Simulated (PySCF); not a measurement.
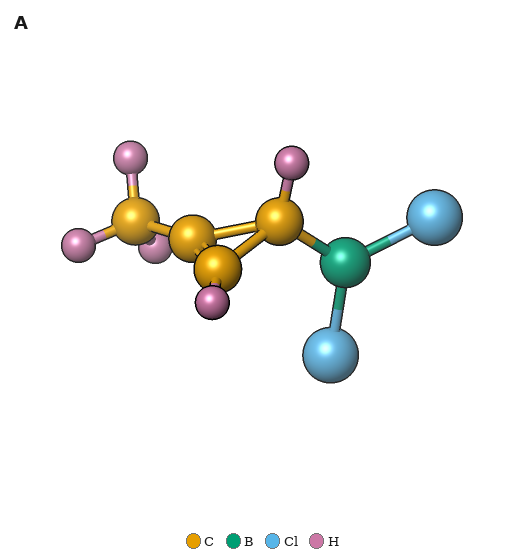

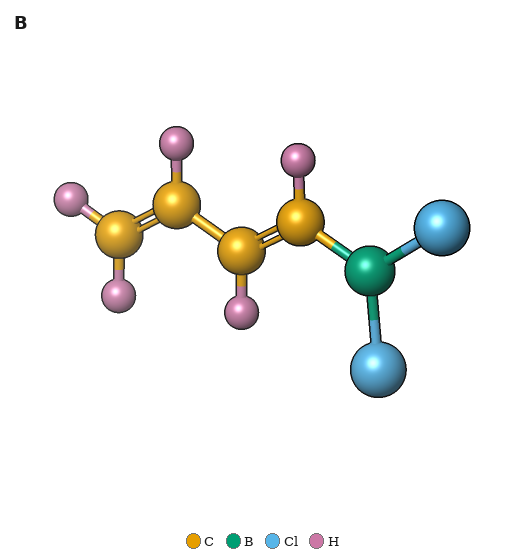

2 stationary structures of one formula. Geometries: GFN2-xTB. Electronic energies: B3LYP/def2-SVPD (PySCF 2.14.0), without zero-point energy. No frequency run is at hand to confirm each as a minimum. Each is one conformer, not always the lowest.

Which is lowest in energy, and by how much?

Answer. B is lowest; A lies 33.2 kcal/mol above it. A is `CC1=C[C@H]1B(Cl)Cl`, B is `C=C/C=C/B(Cl)Cl`.

The geometry is semi-empirical. Around B such bond lengths and angles can be off by a tenth of an ångström or more and by several degrees, and values that hang on the shape move with them.
